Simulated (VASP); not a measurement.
Band structure of SrO (rock salt). Level of theory: r2SCAN meta-GGA with spin-orbit coupling, VASP's PBE PAW potentials (set 64) (plane waves; VASP).

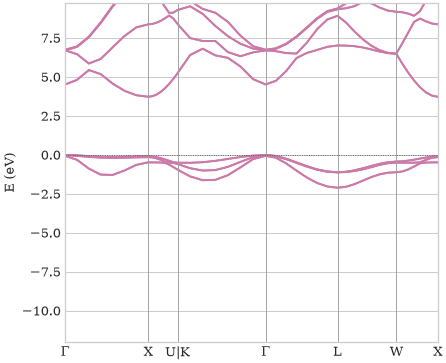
Figure: Bands along high-symmetry lines, zero at the valence-band maximum or, without a gap, the Fermi level

### Question
Read the plot: is there a gap, and where are the band edges?

### Answer
The gap is indirect, 3.73 eV, from the valence maximum at Γ to the conduction minimum at X.

The compound is SrO in the rock salt structure. It was relaxed first.
